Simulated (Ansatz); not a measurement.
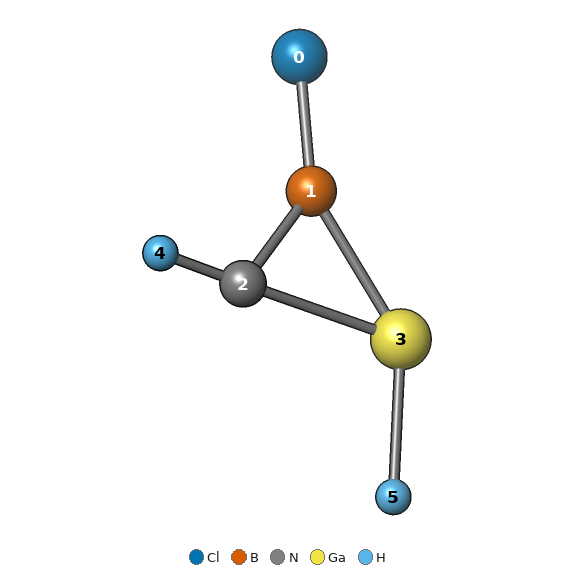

Starting geometry of the run. Atoms are numbered from 0, in the order of the input.

Ansatz 0.2.0 input:

```yaml
crystal:
  periodic: [false, false, false]
  atoms:
    - {symbol: Cl, position_ang: [0.853094, -2.388426, 0.627690]}
    - {symbol: B, position_ang: [0.236178, -0.914709, 0.348738]}
    - {symbol: N, position_ang: [0.565113, 0.384391, -0.403224]}
    - {symbol: Ga, position_ang: [-1.247937, 0.378276, 0.570910]}
    - {symbol: H, position_ang: [1.451949, 0.296688, -0.951598]}
    - {symbol: H, position_ang: [-2.008563, 1.921842, -0.066380]}
basis:
  gaussian: {orbitals: pcseg-2, point_charges: [{charge: 2.00, position_ang: [5.231, -0.256, 0.505]}]}
magnetization: {spin_polarized: true, initial_magnetization: 2}
hamiltonian: {xc: {name: B2GP-PLYP}}
scf: {lower_state_search: full}
output: {forces: true}
```

Command:

```sh
ansatz run in.yaml --threads 2 --pin off --events-out ev --progress --plain --max-ram 4352MiB
```

Output:

```
Functional definition: B2GP-PLYP
  name "B2GP-PLYP"
  cite "Karton, Tarnopolsky, Lamère, Schatz & Martin, J. Phys. Chem. A 112, 12868 (2008) doi:10.1021/jp801805p"
  cite "Becke, Phys. Rev. A 38, 3098 (1988) doi:10.1103/PhysRevA.38.3098"
  cite "Lee, Yang & Parr, Phys. Rev. B 37, 785 (1988) doi:10.1103/PhysRevB.37.785"
  parameter a = 0.65
  parameter c = 0.36
  exchange = (1 - a)*b88_x + a*exact_x
  correlation = (1 - c)*lyp_c + c*(mp2_os + mp2_ss)
1038 factors; integrals over basis functions are off by at most 8.6e-4 eV
mean field evaluation 1: about -67059.2956 eV, gradient 4.3e1 eV
mean field evaluation 2: about -67059.4098 eV, gradient 4.2e1 eV
mean field evaluation 4: about -67067.5303 eV, gradient 1.2e1 eV
mean field evaluation 8: about -67068.7414 eV, gradient 1.0e0 eV
mean field evaluation 16: about -67068.9853 eV, gradient 6.3e-1 eV
mean field evaluation 32: about -67069.1635 eV, gradient 1.2e0 eV
mean field evaluation 64: about -66963.7975 eV, gradient 2.2e2 eV
mean field evaluation 96: about -67069.1896 eV, gradient 1.4e-2 eV
mean field evaluation 128: about -67069.0347 eV, gradient 6.7e-1 eV
mean field evaluation 160: about -67069.1896 eV, gradient 3.4e-5 eV
mean field evaluation 192: about -67069.1896 eV, gradient 1.3e-2 eV
mean field evaluation 224: about -67068.8432 eV, gradient 2.0e0 eV
mean field evaluation 256: about -67069.1896 eV, gradient 2.7e-5 eV
mean field -67069.18962526 eV, -2464.7472575988 hartree, gradient 1.6e-6 eV, S^2 2.046491; 10 other end points of the search recorded, 0 dependent functions left out
16 core orbitals not correlated: weight in the atoms' cores, before any rotation towards them, 1.000 or more for the frozen orbitals, at most 0.000 for the correlated occupied ones
reference -67069.18975337 eV, -2464.7472623066 hartree; 16, 14 occupied and 133, 135 virtual orbitals, 1038 factors
second order -19.88683145 eV of doubles, -0.00000000 eV of singles
the calculation of the forces begins
Total energy: -67076.34901269 eV, -2465.0103602339 hartree
Atom 0 at     0.853094    -2.388426     0.627690 Å, force     1.543641    -2.844768     0.582832 eV/Å
Atom 1 at     0.236178    -0.914709     0.348738 Å, force     1.816279     3.860292    -3.830182 eV/Å
Atom 2 at     0.565113     0.384391    -0.403224 Å, force     0.092723    -3.787302     2.059702 eV/Å
Atom 3 at    -1.247937     0.378276     0.570910 Å, force    -2.354489     2.640714     1.354288 eV/Å
Atom 4 at     1.451949     0.296688    -0.951598 Å, force    -0.867716     0.224734     0.419165 eV/Å
Atom 5 at    -2.008563     1.921842    -0.066380 Å, force    -0.001278    -0.098078    -0.596729 eV/Å
Dipole moment:    -0.585819    -0.173854    -0.058506 e Å
```

The run converged.

The spin state was imposed, and no run here compares it with a lower spin, which may lie lower.
